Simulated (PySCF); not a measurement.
Vertical excitations of a molecule C₃H₃Cl₂F from PySCF with TDA-PBE0/def2-SVPD, as energy in eV (oscillator strength): 5.61 (0.000), 6.53 (0.003), 6.88 (0.008), 6.92 (0.531), 7.26 (0.000), 7.60 (0.002), 7.81 (0.000), 7.92 (0.014), 8.00 (0.001), 8.19 (0.030). Lowest triplet (TDA): 3.91 eV. Coordinates come from a TPSSh-D3(BJ)/def2-SVP optimisation. Other conformers were not sampled.

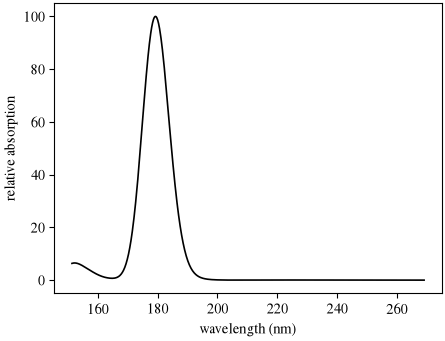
Figure: The lines broadened by 0.4 eV.

Question: Which structure fits?
A) C/C(Cl)=C(\F)Cl
B) F[C@@H]1CC1(Cl)Cl
C) CC(F)=C(Cl)Cl

Answer: A, C/C(Cl)=C(\F)Cl
